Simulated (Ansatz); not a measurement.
# triplet SiNH5 at 6 levels

We compute a comparison of 6 runs (UHF/3-21G, U-wB97M-V/def2-TZVP, UBHLYP/def2-TZVP, UPBE-QIDH/def2-TZVP, UPBE0/def2-TZVP, RPA@PBE0/def2-TZVP) of triplet SiNH5. 

The calculation is run with Ansatz 0.2.0.

55 further runs of the same task are left out: 55 set aside as unsound or not needed.

## (1) The molecule

The species is SiNH5 (7 atoms), meant as a triplet with charge 0. As SMILES of the parent species, `[SiH3]N`. The coordinates come from a PBE0-D4/def2-TZVP relaxation. That shape belongs to the parent species and isn't relaxed for this state.

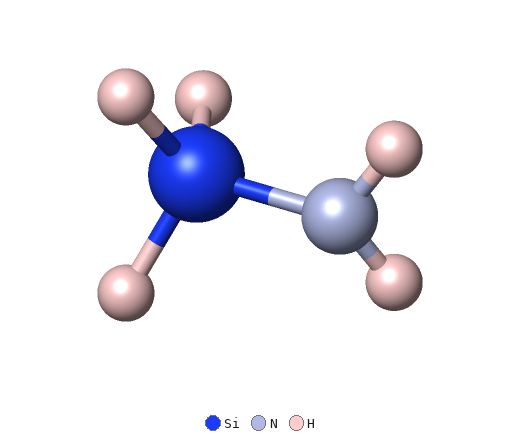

Viewed from a chosen angle; silicon blue, nitrogen light blue, hydrogen pink.

## (2) The energy at UHF/3-21G (run 1)

Input file in.yaml:

```yaml
crystal:
  periodic: [false, false, false]
  atoms:
    - {symbol: Si, position_ang: [-0.413010, -0.292700, -0.422350]}
    - {symbol: "N", position_ang: [0.611760, 0.348670, 0.801280]}
    - {symbol: H, position_ang: [-0.018320, -1.706330, -0.653330]}
    - {symbol: H, position_ang: [-1.813170, -0.217090, 0.068940]}
    - {symbol: H, position_ang: [-0.367930, 0.402730, -1.743970]}
    - {symbol: H, position_ang: [0.391580, 1.238230, 1.219480]}
    - {symbol: H, position_ang: [1.609100, 0.226510, 0.729930]}
basis:
  gaussian: {orbitals: 3-21G.json}
magnetization: {spin_polarized: true, initial_magnetization: 2}
hamiltonian: {xc: hf}
accuracy: high
output: {orbitals: {seedname: orbitals}}
```

The basis set 3-21G is read from a file made from the Basis Set Exchange's data (not shown).

On the command line:

```bash
$ ansatz run in.yaml --threads 1 --pin off --max-ram 3480MiB --events-out events.jsonl --progress --plain --runs-dir runs
```

Output:

```text
Warning: RAYON_NUM_THREADS=1 ignored (pool sized by the plan → 1); use --threads N
Functional definition: HF
  name "HF"
  exchange = exact_x
  correlation = 0
730 factors; integrals over basis functions are off by at most 5.4e-9 eV
mean field evaluation 1: about -9364.8119 eV, gradient 1.1e1 eV
mean field evaluation 2: about -9365.2005 eV, gradient 1.1e1 eV
mean field evaluation 4: about -9366.5716 eV, gradient 2.1e0 eV
mean field evaluation 8: about -9366.7173 eV, gradient 1.8e-1 eV
mean field evaluation 16: about -9366.7184 eV, gradient 1.9e-8 eV
mean field evaluation 32: about -9358.6945 eV, gradient 1.3e1 eV
mean field -9366.71840196 eV, -344.2205522824 hartree, gradient 4.5e-8 eV, S^2 2.009429; 0 other end points of the search recorded, 0 dependent functions left out
reference -9366.71840196 eV, -344.2205522824 hartree; 14, 12 occupied and 18, 20 virtual orbitals, 730 factors
Total energy: -9366.71840196 eV, -344.2205522824 hartree
```

Wall time 0.26 s (1 thread of Arm Neoverse V2, shared host).

## (3) The energy at U-wB97M-V/def2-TZVP (run 2)

Input file in.yaml:

```yaml
crystal:
  periodic: [false, false, false]
  atoms:
    - symbol: Si
      position_ang: [-0.413010, -0.292700, -0.422350]
    - symbol: N
      position_ang: [0.611760, 0.348670, 0.801280]
    - symbol: H
      position_ang: [-0.018320, -1.706330, -0.653330]
    - symbol: H
      position_ang: [-1.813170, -0.217090, 0.068940]
    - symbol: H
      position_ang: [-0.367930, 0.402730, -1.743970]
    - symbol: H
      position_ang: [0.391580, 1.238230, 1.219480]
    - symbol: H
      position_ang: [1.609100, 0.226510, 0.729930]
basis:
  gaussian:
    orbitals: def2-TZVP
magnetization:
  spin_polarized: true
  initial_magnetization: 2
hamiltonian:
  xc: {name: wB97M-V}
accuracy: high
output:
  orbitals: {seedname: orbitals}
```

On the command line:

```bash
$ ansatz run in.yaml --threads 1 --pin off --max-ram 3480MiB --events-out events.jsonl --progress --plain --runs-dir runs
```

Output, cut to the lines that bear on the results:

```text
Warning: RAYON_NUM_THREADS=1 ignored (pool sized by the plan → 1); use --threads N
Functional definition: wB97M-V
  name "wB97M-V"
[...]
  gx(w, u) = 1 - cx + cx01*u + cx10*w
  gss(w, u) = css00 + css04*u^4 + css10*w + css20*w^2 + css43*w^4*u^3
  gos(w, u) = cos00 + cos10*w + (cos20 + cos21*u)*w^2 + (cos60 + cos61*u)*w^6
[...]
      + integral(e_c_pw_mod_opposite_spin*gos(b97_w_opposite, b97_u_opposite)) + vv10(b, c)
1820 factors; integrals over basis functions are off by at most 3.8e-9 eV
317 factors; integrals over basis functions are off by at most 2.2e-9 eV
[...]
mean field -9442.67604785 eV, -347.0119442829 hartree, gradient 5.7e-8 eV, S^2 2.005886; 4 other end points of the search recorded, 0 dependent functions left out
reference -9442.67605196 eV, -347.0119444339 hartree; 14, 12 occupied and 84, 86 virtual orbitals, 1820 factors
Total energy: -9442.67605196 eV, -347.0119444339 hartree
```

It took 93 s on 1 thread of Arm Neoverse V2, shared host; peak memory 0.78 GiB.

Runs 3 to 4 aren't shown in full; the table further down has their settings and results.

## (4) The energy at UPBE0/def2-TZVP (run 5)

Changes to in.yaml since step 3:

```diff
@@ -24,3 +24,3 @@
 hamiltonian:
-  xc: {name: wB97M-V}
+  xc: {name: PBE0}
 accuracy: high
```

On the command line:

```bash
$ ansatz run in.yaml --threads 1 --pin off --max-ram 3480MiB --events-out events.jsonl --progress --plain --runs-dir runs
```

Output:

```text
Warning: RAYON_NUM_THREADS=1 ignored (pool sized by the plan → 1); use --threads N
Functional definition: PBE0
  name "PBE0"
  parameter a = 0.25
  parameter kappa = 0.804
  parameter beta = 0.06672455060314922
  exchange = (1 - a)*pbe_x(kappa = kappa, mu = beta*pi^2/3) + a*exact_x
  correlation = pbe_c(beta = beta)
1820 factors; integrals over basis functions are off by at most 3.8e-9 eV
mean field evaluation 1: about -9433.3979 eV, gradient 3.7e1 eV
mean field evaluation 2: about -9421.9591 eV, gradient 5.9e1 eV
mean field evaluation 4: about -9439.0278 eV, gradient 6.9e0 eV
mean field evaluation 8: about -9439.4321 eV, gradient 3.3e-1 eV
mean field evaluation 16: about -9439.4350 eV, gradient 3.6e-4 eV
mean field evaluation 32: about -9439.2914 eV, gradient 1.7e0 eV
mean field -9439.43504410 eV, -346.8928395920 hartree, gradient 3.1e-8 eV, S^2 2.006845; 2 other end points of the search recorded, 0 dependent functions left out
reference -9439.43504697 eV, -346.8928396974 hartree; 14, 12 occupied and 84, 86 virtual orbitals, 1820 factors
Total energy: -9439.43504697 eV, -346.8928396974 hartree
```

It took 9.6 s on 1 thread of Arm Neoverse V2, shared host; peak memory 0.34 GiB.

## (5) A single-point energy at RPA@PBE0/def2-TZVP (run 6)

Input file job.yaml:

```yaml
crystal:
  periodic: [false, false, false]
  atoms:
    - {symbol: Si, position_ang: [-0.413010, -0.292700, -0.422350]}
    - {symbol: "N", position_ang: [0.611760, 0.348670, 0.801280]}
    - {symbol: H, position_ang: [-0.018320, -1.706330, -0.653330]}
    - {symbol: H, position_ang: [-1.813170, -0.217090, 0.068940]}
    - {symbol: H, position_ang: [-0.367930, 0.402730, -1.743970]}
    - {symbol: H, position_ang: [0.391580, 1.238230, 1.219480]}
    - {symbol: H, position_ang: [1.609100, 0.226510, 0.729930]}
basis:
  gaussian:
    orbitals: def2-TZVP
magnetization:
  spin_polarized: true
  initial_magnetization: 2
accuracy: high
correlation:
  method: rpa
  frozen_orbitals: {H: 0, "N": 1, Si: 5}
hamiltonian:
  xc: {name: PBE0}
```

On the command line:

```bash
$ ansatz run job.yaml --threads 1 --pin off --max-ram 3480MiB --events-out events.jsonl --progress --plain --runs-dir runs
```

Output, cut to the lines that bear on the results:

```text
Warning: RAYON_NUM_THREADS=1 ignored (pool sized by the plan → 1); use --threads N
Functional definition: PBE0
  name "PBE0"
[...]
1820 factors; integrals over basis functions are off by at most 3.8e-9 eV
[...]
mean field -9439.43504410 eV, -346.8928395920 hartree, gradient 5.3e-8 eV, S^2 2.006845; 3 other end points of the search recorded, 0 dependent functions left out
6 core orbitals not correlated: weight in the atoms' cores, before any rotation towards them, 1.000 or more for the frozen orbitals, at most 0.000 for the correlated occupied ones
reference -9418.21891476 eV, -346.1131612194 hartree; 8, 6 occupied and 84, 86 virtual orbitals, 1820 factors
Total energy: -9432.80661115 eV, -346.6492491737 hartree
```

Run time: 15 s. Hardware: 1 thread of Arm Neoverse V2, shared host; peak memory 0.44 GiB.

## (6) Overview of the runs

```csv
run,level,frozen core orbitals,energy (Eh),HOMO energy (eV),⟨S²⟩,wall time
1,UHF/3-21G,–,-344.220552,-2.61,2.009,0.26 s
2,U-wB97M-V/def2-TZVP,–,-347.011944,-3.81,2.006,93 s
3,UBHLYP/def2-TZVP,–,-347.047375,-2.69,2.008,9.6 s
4,UPBE-QIDH/def2-TZVP,6,-346.784646,-3.12,2.008,13 s
5,UPBE0/def2-TZVP,–,-346.892840,-2.30,2.007,9.6 s
6,RPA@PBE0/def2-TZVP,6,-346.649249,–,2.007,15 s
```

## (7) What came out

| quantity | value |
| --- | --- |
| run 6: total energy | -346.64925 Eh |
| run 6: RPA correlation energy (valence) | -536.1 mEh |
| run 6: ⟨S²⟩ of the reference determinant | 2.007 |

What this shows: Totals of different functionals can't be ranked against each other. All runs together took 2.3 min, the longest 93 s.
